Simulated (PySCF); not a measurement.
System: AlBHN (SMILES B=[N][Al]).

Input

```
import pyscf.grad
from pyscf import gto, dft

molecule = gto.M(
    atom='geometry.xyz',
    spin=0,
    verbose=3,
    basis='def2-tzvpd',
    max_memory=3720,
    charge=0,
)

myscf = dft.RKS(molecule)
myscf.xc = 'pbe0'
myscf = myscf.density_fit(auxbasis='def2-universal-jkfit')
myscf.conv_tol = 1e-09
myscf.max_cycle = 100
myscf.grids.level = 3
myscf.kernel()
if not myscf.converged:
    myscf = myscf.newton().run(myscf.mo_coeff, myscf.mo_occ)

e_tot = myscf.e_tot
print('E = %.10f Eh' % e_tot)
grad = myscf.Gradients().kernel()
myscf.analyze()
```

Command:

```sh
OMP_NUM_THREADS=2 python calc.py
```

Geometry: PBE0-D4/def2-SVP.

The calculation used Gaussian-basis quantum chemistry of an isolated molecule with PySCF, energy and nuclear gradient, functional PBE0 (PySCF).

What can the converged electron density and electron localisation function tell about the bonding?

B–N (1.26 Å): ρ is about 2.6 e/Å³ halfway; the ELF peaks at about 0.90 between the atoms; a polar covalent bond.
Al–N (1.81 Å): the density is about 0.78 e/Å³ at the midpoint; the ELF peaks at about 0.90 between the atoms, as expected for a shared but strongly polarised pair.
B–H (1.18 Å): ρ at the midpoint is about 1.3 e/Å³; the ELF climbs to about 1 towards the hydrogen, as it does in any bond to H: a covalent bond by its length.

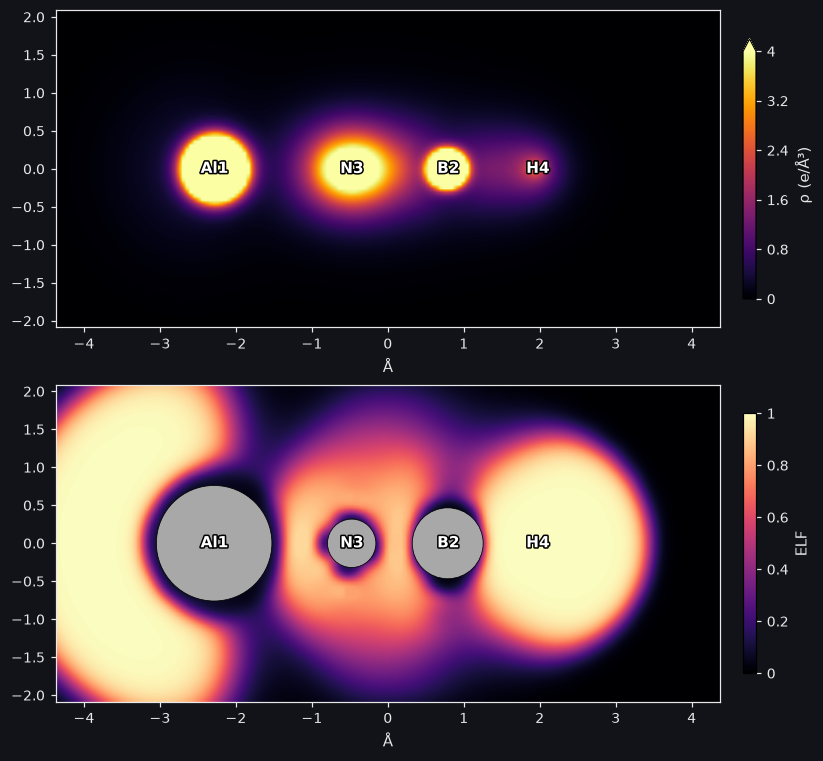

Computed electron density and electron localisation function on a plane that holds the molecular axis, in this order. Grey discs cover the atomic cores in the ELF map. 
